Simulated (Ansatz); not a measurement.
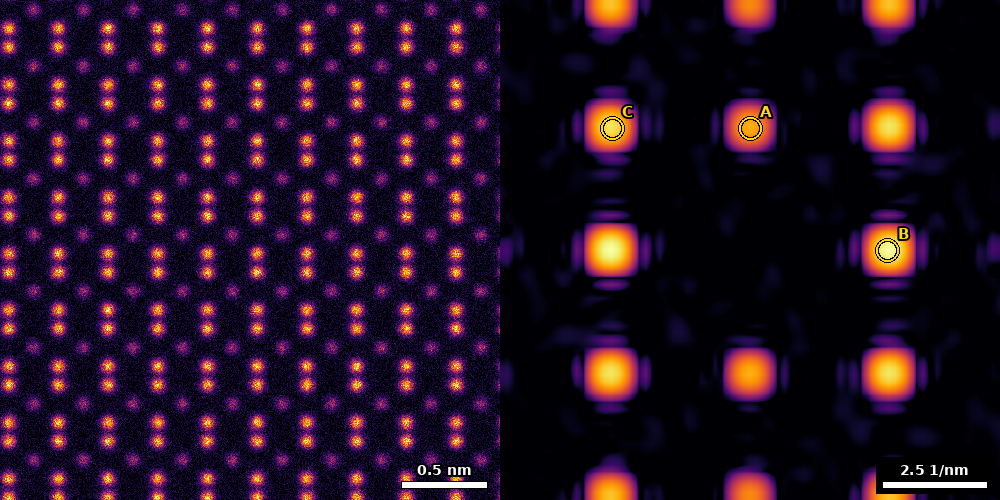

HAADF-like image of Si2O (P6/mmm, No. 191) along [100]. Simulation: incoherent imaging, intensity Z^1.8 per atom, probe width 0.59 Å, thin sample. The probe carries 15 % of its weight in a tail 2.5 times as wide. The display is stretched by a gamma of 0.8; percentages refer to the linear signal. Shot noise was added. Model: coordinates from a relaxation (final pressure about 5 GPa) with DFT, PAW plane waves, pbe in Ansatz; the starting structure was generated, so it need not be a known form of this composition.

The right panel is the modulus of the image's Fourier transform on a logarithmic scale.

a = 3.900 Å, b = 3.900 Å, c = 2.982 Å, α = 90.00°, β = 90.00°, γ = 120.00°

Index the marked spots and give their plane spacings (the zone axis points at the viewer; indices equivalent by symmetry, or all signs reversed, are as good).

Answer. A: (0 -1 0), d = 3.38 Å; B: (001), d = 2.98 Å; C: (0 -1 -1), d = 2.24 Å. A and B enclose 90°, and every spot obeys the zone law hu + kv + lw = 0 for [100].
